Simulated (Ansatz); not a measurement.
# r2SCAN/def2-SVP run of C2H6BFO (SMILES COB(C)F)

Aim: the vertical singlet–triplet gap of C2H6BFO at r2SCAN/def2-SVP, from 2 runs. 

The results are computed with Ansatz 0.2.0.

89 further runs of the same task are left out: 89 set aside as unsound or not needed. Runs told in other sessions of the task aren't counted.

## Step 1: Starting point

C2H6BFO: 11 atoms, total charge 0, spin state singlet. SMILES: `COB(C)F`. Geometry: relaxed at PBE0-D4/def2-TZVP. This is one conformer, not always the lowest.

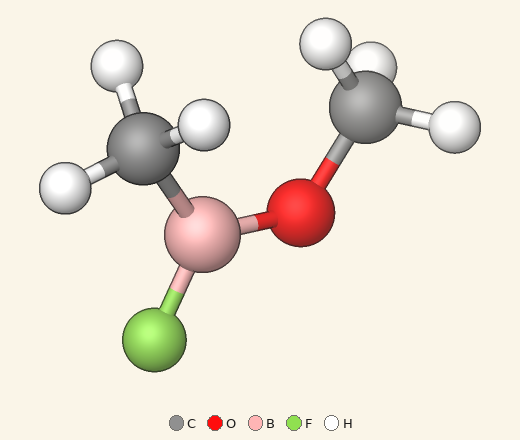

The structure, seen from a chosen angle (carbon grey, oxygen red, boron pink, fluorine green, hydrogen white).

## Step 2: A single-point energy at r2SCAN/def2-SVP

The input, run.yaml:

```yaml
crystal:
  periodic: [false, false, false]
  atoms:
    - symbol: C
      position_ang: [-1.364400, 0.711100, 0.538500]
    - symbol: O
      position_ang: [-0.241000, 1.227800, -0.135300]
    - symbol: B
      position_ang: [0.818600, 0.482700, -0.508900]
    - symbol: C
      position_ang: [0.993200, -1.057900, -0.270600]
    - symbol: F
      position_ang: [1.779200, 1.165200, -1.136000]
    - symbol: H
      position_ang: [-1.458500, 1.207100, 1.506900]
    - symbol: H
      position_ang: [-2.259100, 0.924300, -0.050000]
    - symbol: H
      position_ang: [-1.294000, -0.367700, 0.698100]
    - symbol: H
      position_ang: [0.947600, -1.307000, 0.794000]
    - symbol: H
      position_ang: [1.947400, -1.412800, -0.660100]
    - symbol: H
      position_ang: [0.196300, -1.629800, -0.756000]
basis:
  gaussian: {orbitals: def2-SVP}
hamiltonian: {xc: r2scan}
accuracy: high
output: {orbitals: {seedname: orbitals}}
```

Command:

```console
$ ansatz run run.yaml --threads 1 --pin off --max-ram 2610MiB --events-out events.jsonl --progress --plain --runs-dir runs
```

Standard output:

```text
Warning: RAYON_NUM_THREADS=1 ignored (pool sized by the plan → 1); use --threads N
Functional definition: r2SCAN
  name "r2SCAN"
  parameter k0 = 0.174
  parameter k1 = 0.065
  parameter a1 = 4.9479
  exchange = r2scan_x(k0 = k0, k1 = k1, a1 = a1)
  correlation = r2scan_c
2429 factors; integrals over basis functions are off by at most 8.1e-9 eV
mean field evaluation 1: about -7596.9520 eV, gradient 6.2e1 eV
mean field evaluation 2: about -7591.4532 eV, gradient 8.0e1 eV
mean field evaluation 4: about -7605.3502 eV, gradient 3.3e0 eV
mean field evaluation 8: about -7605.3788 eV, gradient 4.3e-1 eV
mean field evaluation 16: about -7605.3791 eV, gradient 4.5e-5 eV
mean field -7605.37911399 eV, -279.4925273281 hartree, gradient 4.8e-8 eV, S^2 0.000000; 0 other end points of the search recorded, 0 dependent functions left out
reference -7605.37911476 eV, -279.4925273564 hartree; 20, 20 occupied and 80, 80 virtual orbitals, 2429 factors
Total energy: -7605.37911476 eV, -279.4925273564 hartree
```

It took 17 s on 1 thread of Arm Neoverse V2, shared host; peak memory 0.35 GiB.

## Step 3: The triplet

The input, molecule.yaml:

```yaml
crystal:
  periodic: [false, false, false]
  atoms:
    - symbol: C
      position_ang: [-1.364400, 0.711100, 0.538500]
    - symbol: O
      position_ang: [-0.241000, 1.227800, -0.135300]
    - symbol: B
      position_ang: [0.818600, 0.482700, -0.508900]
    - symbol: C
      position_ang: [0.993200, -1.057900, -0.270600]
    - symbol: F
      position_ang: [1.779200, 1.165200, -1.136000]
    - symbol: H
      position_ang: [-1.458500, 1.207100, 1.506900]
    - symbol: H
      position_ang: [-2.259100, 0.924300, -0.050000]
    - symbol: H
      position_ang: [-1.294000, -0.367700, 0.698100]
    - symbol: H
      position_ang: [0.947600, -1.307000, 0.794000]
    - symbol: H
      position_ang: [1.947400, -1.412800, -0.660100]
    - symbol: H
      position_ang: [0.196300, -1.629800, -0.756000]
basis:
  gaussian:
    orbitals: def2-SVP
total_charge: 0
magnetization:
  spin_polarized: true
  initial_magnetization: 2
hamiltonian:
  xc: {name: r2SCAN}
accuracy: high
output:
  orbitals: {seedname: orbitals}
```

Command:

```console
$ ansatz run molecule.yaml --threads 1 --pin off --max-ram 2610MiB --events-out events.jsonl --progress --plain --runs-dir runs
```

Standard output:

```text
Warning: RAYON_NUM_THREADS=1 ignored (pool sized by the plan → 1); use --threads N
Functional definition: r2SCAN
  name "r2SCAN"
  parameter k0 = 0.174
  parameter k1 = 0.065
  parameter a1 = 4.9479
  exchange = r2scan_x(k0 = k0, k1 = k1, a1 = a1)
  correlation = r2scan_c
2430 factors; integrals over basis functions are off by at most 8.1e-9 eV
mean field evaluation 1: about -7589.6249 eV, gradient 4.0e1 eV
mean field evaluation 2: about -7570.5633 eV, gradient 6.3e1 eV
mean field evaluation 4: about -7596.1547 eV, gradient 1.8e1 eV
mean field evaluation 8: about -7597.7894 eV, gradient 3.5e0 eV
mean field evaluation 16: about -7597.8771 eV, gradient 4.0e-1 eV
mean field evaluation 32: about -7594.4377 eV, gradient 1.3e1 eV
mean field -7597.87811284 eV, -279.2168706200 hartree, gradient 1.8e-8 eV, S^2 2.005956; 6 other end points of the search recorded, 0 dependent functions left out
reference -7597.87811496 eV, -279.2168706979 hartree; 21, 19 occupied and 79, 81 virtual orbitals, 2430 factors
Total energy: -7597.87811496 eV, -279.2168706979 hartree
```

It took 76 s on 1 thread of Arm Neoverse V2, shared host; peak memory 0.54 GiB.

## Step 4: Results

Level: r2SCAN/def2-SVP.

```
                                        quantity          value
                           singlet: total energy  -279.49253 Eh
                            singlet: HOMO energy       -7.64 eV
                            singlet: LUMO energy        0.60 eV
                          singlet: HOMO–LUMO gap        8.24 eV
                           triplet: total energy  -279.21687 Eh
     triplet: HOMO energy (highest over α and β)       -0.41 eV
                                   triplet: ⟨S²⟩          2.006
vertical energy of the triplet above the singlet       7.501 eV
```

At this shape the triplet lies 7.50 eV (173 kcal/mol) above the singlet.
